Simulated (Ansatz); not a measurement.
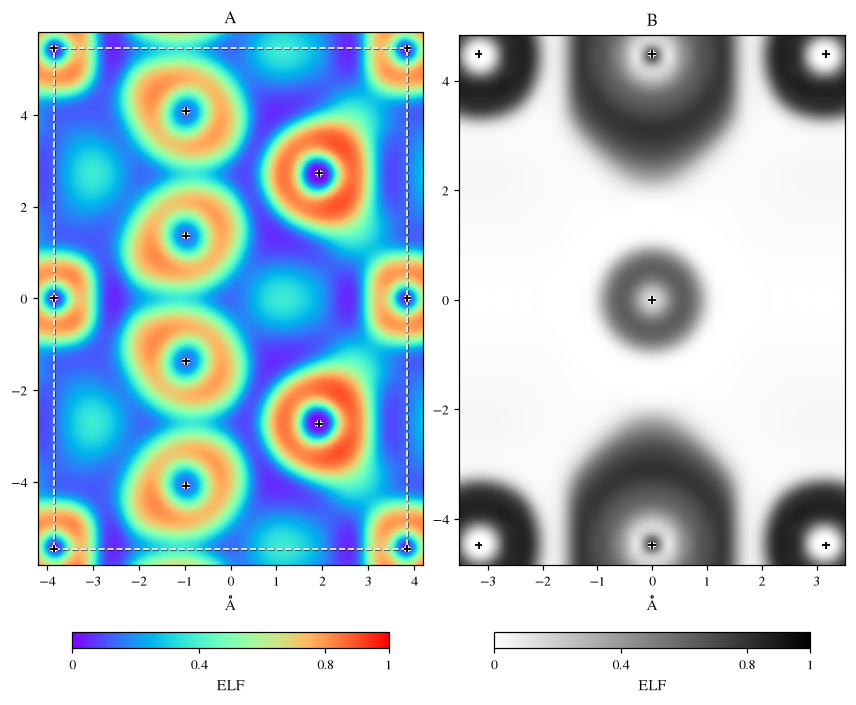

The ELF of 2 systems, each on a plane through atoms (crosses mark nuclei in the plane).

Method: Ansatz, DFT, r2SCAN+rVV10, plane waves, PAW.

System 1: NaSrI3, the (11̄0) plane of the conventional cell. Space group Pm-3m; a structure from a database of computed crystals, not necessarily the ambient phase; started from the KZnF3-221 prototype, which need not be the ambient phase.

System 2: NbBSe4, the (110) plane of the conventional cell. Space group F-43m; a structure from a database of computed crystals, not necessarily the ambient phase; started from the NdInCu4-216 prototype, which need not be the ambient phase.

```xyz
24
Lattice="7.7117 0.0000 0.0000 0.0000 0.0000 -7.7117 0.0000 7.7117 0.0000" Properties=species:S:1:pos:R:3 pbc="T T T"
Nb    1.9279    1.9279   -5.7837
Nb    5.7837    5.7837   -5.7837
Nb    5.7837    1.9279   -1.9279
Nb    1.9279    5.7837   -1.9279
B     3.8558    0.0000   -3.8558
B     0.0000    3.8558   -3.8558
B     0.0000    0.0000    0.0000
B     3.8558    3.8558    0.0000
Se    4.8135    0.9576   -6.7540
Se    0.9576    4.8135   -6.7540
Se    0.9576    0.9576   -2.8982
Se    4.8135    4.8135   -2.8982
Se    6.7540    2.8982   -6.7540
Se    2.8982    6.7540   -6.7540
Se    2.8982    2.8982   -2.8982
Se    6.7540    6.7540   -2.8982
Se    6.7540    0.9576   -4.8135
Se    2.8982    4.8135   -4.8135
Se    2.8982    0.9576   -0.9576
Se    6.7540    4.8135   -0.9576
Se    4.8135    2.8982   -4.8135
Se    0.9576    6.7540   -4.8135
Se    0.9576    2.8982   -0.9576
Se    4.8135    6.7540   -0.9576
```

Q: Which map belongs to which system?

A: Panel A is system 2, NbBSe4: the plane holds Nb, B and Se. Se–Se (2.71 Å): the ELF is about 0.35 at the midpoint. Panel B is system 1, NaSrI3: the plane holds Na, Sr and I. Sr–I (3.17 Å): the ELF peaks at about 0.80 in the valence shell of I, 1.3 Å from its nucleus, and drops to about 0.10 between the two atoms: a largely ionic contact.
